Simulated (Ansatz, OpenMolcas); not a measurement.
## Exact exchange and the vertical energy of the triplet above the singlet of CH3BO (Borane carbonyl)

The species is CH3BO (6 atoms), meant as a singlet with charge 0. As SMILES, `[BH3-]C#[O+]`. The coordinates come from a PBE0-D4/def2-TZVP relaxation.

The vertical energy of the triplet above the singlet y, in eV, basis def2-TZVP; a is the functional's share of exact exchange. Programs: Ansatz 0.2.0, OpenMolcas 26.06.

| functional | program | a | y (eV) |
| --- | --- | --- | --- |
| TPSS | OpenMolcas | 0 | 6.18 |
| r2SCAN | Ansatz | 0 | 6.17 |
| B3LYP | Ansatz | 0.2 | 6.26 |
| PBE0 | Ansatz | 0.25 | ? |
| BHLYP | Ansatz | 0.5 | 6.31 |

Fit y = c + s·a to the known rows and predict PBE0.


1. Means of the 4 rows: a = 0.1750, y = 6.230.
2. Σ(Δa)² = 0.1675, Σ(Δa·Δy) = 0.046, so the slope is 0.046/0.1675 = 0.27463.
3. Intercept: 6.230 − (0.27463) × 0.1750 = 6.182. The largest residual of the fit is 0.023.
4. PBE0: 6.182 + (0.27463) × 0.25 = 6.25 eV.

The run gave 6.24 eV, so the prediction is off by +0.01 eV, within the scatter of the fit.

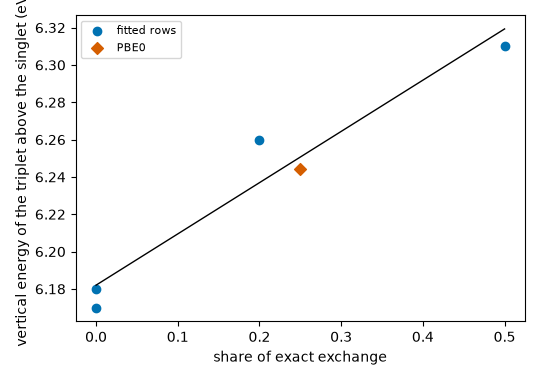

The fitted line, with the withheld row.
